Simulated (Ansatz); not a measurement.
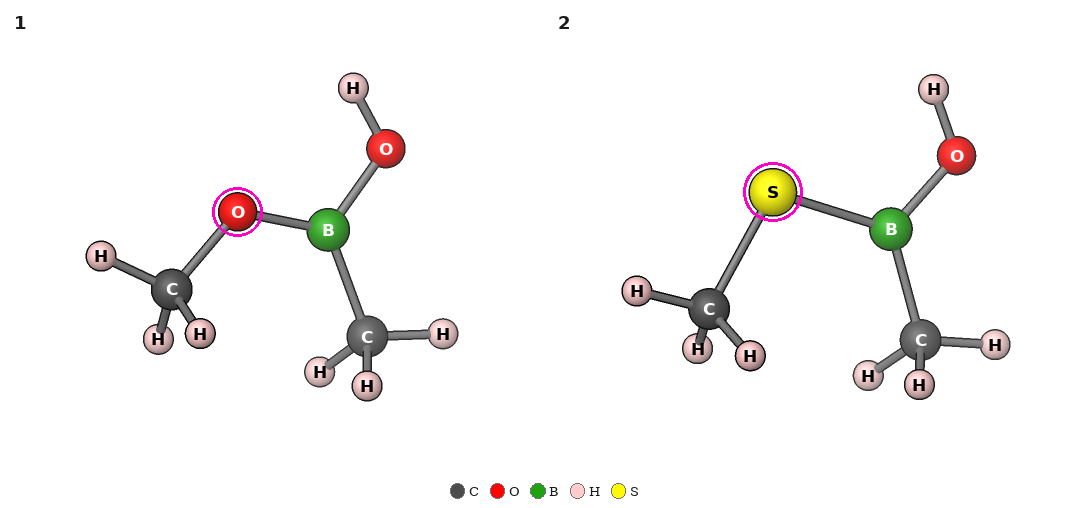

2 molecules with one skeleton, seen from the same side and at one scale; the atom that differs is circled. Charge 0, singlet. Computed geometries: PBE0-D4/def2-TZVP optimisations, one conformation each. Properties computed with Ansatz 0.2.0.

One atom differs, called X below: O in panel 1, S in panel 2. Their formulas are C2H7BO2 (`COB(C)O`), C2H7BOS (`CSB(C)O`).

**In which is the angle C–X–B larger (PBE0-D4/def2-TZVP)?**

In panel 1 (X = O).

**In which is the dipole moment larger (B3LYP-D4/def2-TZVPP)?**

In panel 1 (X = O).

Give the values. With PBE0-D4/def2-TZVP: length of X–B (Å), length of X–C (Å), angle C–X–B (°). With B3LYP-D4/def2-TZVPP: dipole moment (D), HOMO energy (Kohn–Sham orbital) (eV), HOMO–LUMO gap (eV).

```csv
quantity,1 (O),2 (S),2 − 1
length of X–B (Å),1.368,1.817,+0.449
length of X–C (Å),1.408,1.807,+0.399
angle C–X–B (°),121.9,103.9,−18.0
dipole moment (D),1.70,1.22,−0.48
HOMO energy (Kohn–Sham orbital) (eV),−8.20,−6.83,+1.37
HOMO–LUMO gap (eV),8.76,7.03,−1.73
```
